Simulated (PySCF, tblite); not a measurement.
# C₅H₁₀Si: geometry, infrared bands and NMR shifts

Wanted: the infrared bands and NMR shifts of C₅H₁₀Si (`C=C[SiH](C)C=C`), by calculation.

The runs use tblite 0.8.0 and PySCF 2.14.0, with density-fitted response routines of our own; the level of theory stands in each step. All values are computed, except where a source is named. Atoms are numbered from 0 throughout.

## (1) Starting geometry

16 atoms, charge 0, multiplicity 1; geometry from: force field or distance geometry start.

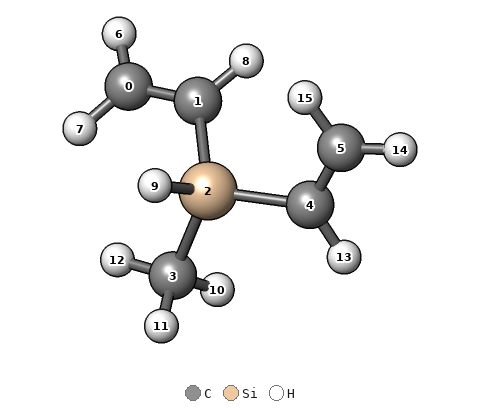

As it starts; carbon grey, silicon light orange, hydrogen white, atoms numbered.

## (2) Optimising the geometry with GFN2-xTB

What the job is given:

```
{"job": {"kind": "relax", "xc": "GFN2-xTB", "basis": "xTB"}, "charge": 0, "multiplicity": 1}
C      2.324000    -0.901800     0.210300
C      1.045600    -0.938400    -0.214300
Si    -0.179500     0.152600     0.619600
C      0.503200     1.899800     0.673800
C     -1.823500     0.084000    -0.230800
C     -2.398800    -1.113600    -0.331100
H      3.094500    -1.528600    -0.246200
H      2.619200    -0.214400     1.032800
H      0.724500    -1.601100    -1.003800
H     -0.303600    -0.284600     2.022600
H      0.417700     2.346900    -0.328500
H     -0.078700     2.479500     1.449000
H      1.589400     1.884900     0.957500
H     -2.297800     0.987300    -0.655800
H     -3.357900    -1.273300    -0.806400
H     -1.886000    -1.970500     0.107300
```

Started as:

```sh
OMP_NUM_THREADS=1 python probes_run.py task.json out
```

This one command runs all jobs of the session in turn.

**Question.** This job is followed by: GFN2-xTB harmonic vibrations, gas phase; GIAO PBE0/pcSseg-1 NMR shielding, non-relativistic, gas phase. Predict these results of the whole session: strongest single infrared mode (GFN2-xTB); zero-point energy (GFN2-xTB); 13C shifts against TMS (PBE0/pcSseg-1, means over atoms taken as alike); 1H shifts against TMS (PBE0/pcSseg-1, means over atoms taken as alike); 29Si shifts against TMS (PBE0/pcSseg-1).

**Answer**, as computed:

| quantity | value |
| --- | --- |
| strongest single infrared mode (GFN2-xTB) | 2145 cm⁻¹, 338 km/mol |
| zero-point energy (GFN2-xTB) | 80.0 kcal/mol |
| 13C shifts against TMS (PBE0/pcSseg-1, means over atoms taken as alike) | 145.5, 143.3, -3.7 ppm |
| 1H shifts against TMS (PBE0/pcSseg-1, means over atoms taken as alike) | 6.60, 6.52, 6.13, 4.89, 0.27 ppm |
| 29Si shifts against TMS (PBE0/pcSseg-1) | -39.5 ppm |

In words: Over 84 steps the energy fell by 0.302 eV; of the close pairs, C1–Si2 changed most, 1.840 to 1.892 Å. The lowest mode is imaginary (40i cm⁻¹), so the xTB geometry is not a minimum. The strongest single mode, at 2145 cm⁻¹, moves mainly H9. GFN2-xTB is a fitted tight-binding method: band positions and strengths are rough. Its intensities can rank the bands wrongly. The most deshielded carbon is C1, C4 (mean) (alkene CH), at 145.5 ppm: an sp2 carbon of a C=C bond.
